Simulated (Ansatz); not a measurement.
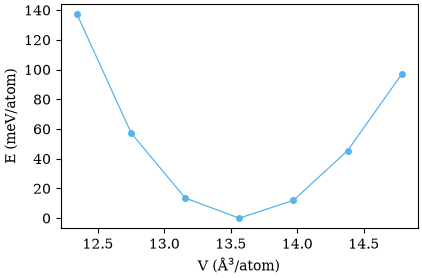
Figure: Ru (dhcp (α-La type), P6_3/mmc) under volume change, r²SCAN in the plane-wave PAW code Ansatz, shape and atoms relaxed at each volume.

Q: What does a third-order Birch–Murnaghan fit give for V₀, B₀ and B′?

A: V₀ = 13.56 Å³/atom, B₀ = 333 GPa, B′ = 4.8.

The start of the workflow was typed in or built on a structure type. Its sites differ from those of the usual phase in this space group: another stacking or structure type. The r²SCAN relaxation kept the symmetry of its start; its stability against distortions is not shown here. No spin polarisation was allowed.

Potentials: the earlier of the program's two PAW sets.
